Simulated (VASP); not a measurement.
Band structure of Ba (bcc). Level of theory: PBE GGA, VASP's PBE PAW potentials (set 64) (plane waves; VASP).

Unless said otherwise, spin-orbit coupling is left out, though it shifts the bands of the heavy elements here.

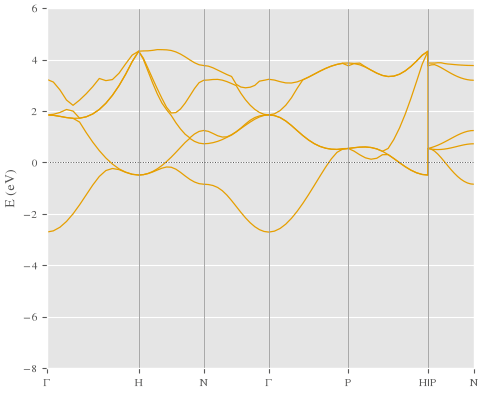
*Bands along high-symmetry lines, zero at the valence-band maximum or, without a gap, the Fermi level*

Task: Read the plot: is there a gap, and where are the band edges?

Result: It has no gap at this level: it comes out as a metal or semimetal. (Edges off the drawn lines would not show.)

The compound is Ba in the bcc structure. It was relaxed first.
